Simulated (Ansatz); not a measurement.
Input

```
crystal:
  periodic: [false, false, false]
  atoms:
    - {symbol: O, position_ang: [0.697730, 1.229600, 0.518761]}
    - {symbol: Si, position_ang: [-0.000009, 0.000000, -0.000001]}
    - {symbol: O, position_ang: [-0.697731, -1.229610, -0.518760]}
basis:
  gaussian: {orbitals: def2-TZVPP}
hamiltonian: {xc: pbe0, dispersion: d4}
output: {orbitals: {seedname: orbitals}}
```

Command:

```sh
ansatz run in.yaml --threads 2 --pin off --events-out ev --progress --plain --max-ram 32768MiB --backend cpu
```

Geometry: PBE0-D4/def2-TZVP.

Method: RKS PBE0-D4/def2-TZVPP (Ansatz 0.2.0).

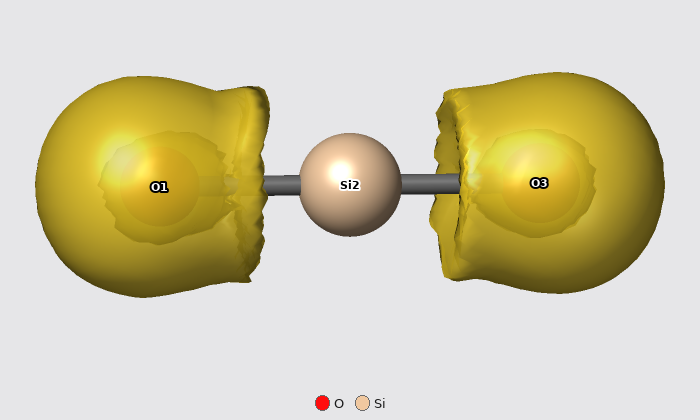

O₂Si (SMILES O=[Si]=O). Isosurface of the ELF at 0.75 (yellow), seen from one side. Only the valence region is drawn (cores and ρ < 0.01 e/Å³ removed).

Question: Describe the localisation domains.

Answer: At this value the surface marks out two regions wrapped around O (its lone pairs, merged into a ring or cap).

Values along the shortest contacts:
Si–O (1.51 Å): the ELF peaks at about 0.80 in the valence shell of O, 0.6 Å from its nucleus, and is about 0.50 at the midpoint.
